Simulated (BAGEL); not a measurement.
**C3H3ClF (SMILES C/[C]=C(\F)Cl) at UHF/3-21G (density fitting with qzvpp-jkfit)**

What is the energy change on altering one bond length of C3H3ClF at UHF/3-21G (density fitting with qzvpp-jkfit)? 

Program for the calculation: BAGEL 1.2.2.

1 further run of the same task is left out (set aside as unsound or not needed). Runs told in other sessions of the task aren't counted.

### Step 1. The molecule

C3H3ClF has 8 atoms, charge 0, and is taken as a doublet. SMILES: `C/[C]=C(\F)Cl`. The coordinates come from a GFN2-xTB relaxation.

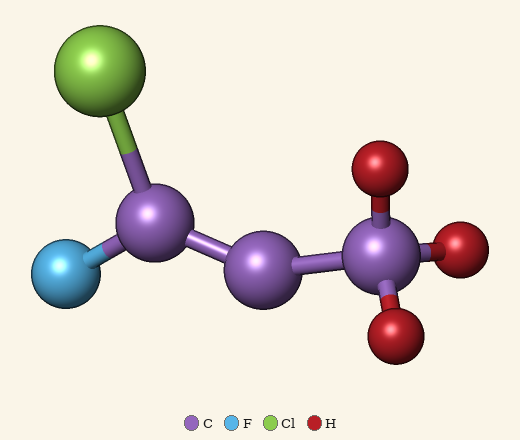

The structure, seen from a chosen angle (carbon purple, fluorine blue, chlorine green, hydrogen red).

### Step 2. The energy at UHF/3-21G (density fitting with qzvpp-jkfit)

Contents of input.json:

```json
{ "bagel" : [

{
  "title" : "molecule",
  "basis" : "3-21g",
  "df_basis" : "qzvpp-jkfit",
  "angstrom" : true,
  "geometry" : [
    { "atom" : "C", "xyz" : [   -0.589540,   -0.553030,    0.913460 ] },
    { "atom" : "C", "xyz" : [    0.245250,   -0.387520,   -0.250070 ] },
    { "atom" : "C", "xyz" : [    0.754480,    0.415630,   -1.105540 ] },
    { "atom" : "F", "xyz" : [    1.557290,    0.109480,   -2.123710 ] },
    { "atom" : "Cl", "xyz" : [    0.467550,    2.198770,   -1.091110 ] },
    { "atom" : "H", "xyz" : [    0.000550,   -0.921380,    1.752420 ] },
    { "atom" : "H", "xyz" : [   -1.045610,    0.400590,    1.201890 ] },
    { "atom" : "H", "xyz" : [   -1.389970,   -1.262540,    0.702670 ] }
  ]
},
{ "title" : "uhf", "nopen" : 1 },
{ "title" : "print", "file" : "orbitals.molden", "orbitals" : true }

]}
```

The run is started by

```console
$ BAGEL_NUM_THREADS=1 BAGEL input.json > input.out
```

Standard output:

```text
* using 1 threads per process

  ===============================================================
  ===============================================================

  *** Geometry ***

  { "atom" : "C", "xyz" : [     -1.114069,     -1.045075,      1.726189 ] },
  { "atom" : "C", "xyz" : [      0.463455,     -0.732307,     -0.472564 ] },
  { "atom" : "C", "xyz" : [      1.425761,      0.785427,     -2.089168 ] },
  { "atom" : "F", "xyz" : [      2.942852,      0.206887,     -4.013230 ] },
  { "atom" : "Cl", "xyz" : [      0.883541,      4.155073,     -2.061899 ] },
  { "atom" : "H", "xyz" : [      0.001039,     -1.741156,      3.311594 ] },
  { "atom" : "H", "xyz" : [     -1.975917,      0.757005,      2.271243 ] },
  { "atom" : "H", "xyz" : [     -2.626663,     -2.385855,      1.327854 ] },

  Number of auxiliary basis functions:      484

  Since a DF basis is specified, we compute 2- and 3-index integrals:
    o Being stored without compression. Storage requirement is 0.012 GB

  Number of basis functions:       55
  Number of electrons      :       47

    * METHOD: MOLECULE                             0.18

  *** Open-shell HF ***

  === Nuclear Repulsion ===
   200.3919718863

      * DIIS with orbital gradients will be used.

  === UHF iteration (3-21g) ===
      0       -670.68018959          0.03893248           0.08
      1       -670.77051351          0.02112836           0.08
      2       -670.79104199          0.01256574           0.08
      3       -670.79996525          0.00155072           0.08
      4       -670.80167824          0.00044817           0.08
      5       -670.80239757          0.00020306           0.08
      6       -670.80303068          0.00009211           0.08
      7       -670.80352553          0.00007049           0.08
      8       -670.80402421          0.00006238           0.08
      9       -670.80459062          0.00005550           0.08
     10       -670.80522915          0.00004135           0.08
     11       -670.80531926          0.00001481           0.08
     12       -670.80532164          0.00000813           0.08
     13       -670.80532433          0.00000655           0.08
     14       -670.80532530          0.00000487           0.08
     15       -670.80532573          0.00000167           0.08
     16       -670.80532579          0.00000079           0.08
     17       -670.80532586          0.00000038           0.08
     18       -670.80532587          0.00000023           0.08
     19       -670.80532587          0.00000010           0.08
     20       -670.80532587          0.00000004           0.08
     21       -670.80532587          0.00000003           0.08
     22       -670.80532587          0.00000002           0.08
     23       -670.80532587          0.00000001           0.08
     24       -670.80532587          0.00000001           0.08
    * SCF iteration converged.

    * S^2 (UHF) is 0.9354

    * Permanent dipole moment:
           (    0.595621,     0.590427,    -0.926094) a.u.

    * METHOD: UHF                                  2.01

    * METHOD: PRINT                                0.01

  ===============================================================
```

It took 2.3 s on 1 thread of Arm Neoverse V1, shared host; peak memory 0.087 GiB.

### Step 3. The distorted shape, same level

Contents of hf.json:

```json
{ "bagel": [

{
  "title": "molecule",
  "basis": "3-21g",
  "df_basis": "qzvpp-jkfit",
  "angstrom": true,
  "geometry": [
    { "atom": "C", "xyz": [   -0.714768,   -0.577858,    1.088002 ] },
    { "atom": "C", "xyz": [    0.245250,   -0.387520,   -0.250070 ] },
    { "atom": "C", "xyz": [    0.754480,    0.415630,   -1.105540 ] },
    { "atom": "F", "xyz": [    1.557290,    0.109480,   -2.123710 ] },
    { "atom": "Cl", "xyz": [    0.467550,    2.198770,   -1.091110 ] },
    { "atom": "H", "xyz": [   -0.124678,   -0.946208,    1.926962 ] },
    { "atom": "H", "xyz": [   -1.170838,    0.375762,    1.376432 ] },
    { "atom": "H", "xyz": [   -1.515198,   -1.287368,    0.877212 ] }
  ]
},
{ "title": "uhf", "nopen": 1 },
{ "title": "print", "file": "orbitals.molden", "orbitals": true }

]}
```

The run is started by

```console
$ BAGEL_NUM_THREADS=1 BAGEL hf.json > hf.out
```

Standard output:

```text
* using 1 threads per process

  ===============================================================
  ===============================================================

  *** Geometry ***

  { "atom" : "C", "xyz" : [     -1.350716,     -1.091993,      2.056026 ] },
  { "atom" : "C", "xyz" : [      0.463455,     -0.732307,     -0.472564 ] },
  { "atom" : "C", "xyz" : [      1.425761,      0.785427,     -2.089168 ] },
  { "atom" : "F", "xyz" : [      2.942852,      0.206887,     -4.013230 ] },
  { "atom" : "Cl", "xyz" : [      0.883541,      4.155073,     -2.061899 ] },
  { "atom" : "H", "xyz" : [     -0.235607,     -1.788074,      3.641430 ] },
  { "atom" : "H", "xyz" : [     -2.212563,      0.710087,      2.601080 ] },
  { "atom" : "H", "xyz" : [     -2.863309,     -2.432773,      1.657690 ] },

  Number of auxiliary basis functions:      484

  Since a DF basis is specified, we compute 2- and 3-index integrals:
    o Being stored without compression. Storage requirement is 0.012 GB

  Number of basis functions:       55
  Number of electrons      :       47

    * METHOD: MOLECULE                             0.18

  *** Open-shell HF ***

  === Nuclear Repulsion ===
   196.0603239043

      * DIIS with orbital gradients will be used.

  === UHF iteration (3-21g) ===
      0       -670.66712731          0.03821327           0.08
      1       -670.75584912          0.02101895           0.08
      2       -670.77626619          0.01243470           0.08
      3       -670.78500656          0.00152823           0.08
      4       -670.78679348          0.00045709           0.08
      5       -670.78758606          0.00021884           0.08
      6       -670.78839936          0.00010618           0.08
      7       -670.78902914          0.00008289           0.08
      8       -670.78970295          0.00007248           0.08
      9       -670.79043411          0.00006288           0.08
     10       -670.79103638          0.00004569           0.08
     11       -670.79109399          0.00001567           0.08
     12       -670.79110112          0.00000784           0.08
     13       -670.79110176          0.00000597           0.08
     14       -670.79110275          0.00000397           0.08
     15       -670.79110278          0.00000141           0.08
     16       -670.79110285          0.00000069           0.08
     17       -670.79110287          0.00000023           0.08
     18       -670.79110287          0.00000010           0.08
     19       -670.79110287          0.00000006           0.08
     20       -670.79110287          0.00000005           0.08
     21       -670.79110287          0.00000003           0.08
     22       -670.79110287          0.00000001           0.08
     23       -670.79110287          0.00000001           0.07
    * SCF iteration converged.

    * S^2 (UHF) is 0.9610

    * Permanent dipole moment:
           (    0.656434,     0.587202,    -1.007412) a.u.

    * METHOD: UHF                                  1.98

    * METHOD: PRINT                                0.01

  ===============================================================
```

Run time: 2.3 s. Hardware: 1 thread of Arm Neoverse V1, shared host; peak memory 0.087 GiB.

### Step 4. Results

At UHF/3-21G (density fitting with qzvpp-jkfit):

| quantity | value |
| --- | --- |
| first shape: total energy | -670.80533 Eh |
| first shape: dipole moment | 3.18 D |
| first shape: ⟨S²⟩ | 0.935 |
| distorted shape: total energy | -670.79110 Eh |
| distorted shape: dipole moment | 3.40 D |
| distorted shape: ⟨S²⟩ | 0.961 |
| energy change with the C1–C2 bond stretched from 1.442 to 1.658 Å | 0.387 eV |

**Reading.** With the C1–C2 bond stretched from 1.442 to 1.658 Å the energy rises by 0.39 eV (8.9 kcal/mol). The first shape isn't relaxed at this level, so the change isn't measured from a minimum. ⟨S²⟩ (first shape) is 0.94 where a pure doublet has 0.75: the reference is spin-contaminated. ⟨S²⟩ (distorted shape) is 0.96 where a pure doublet has 0.75: the reference is spin-contaminated.
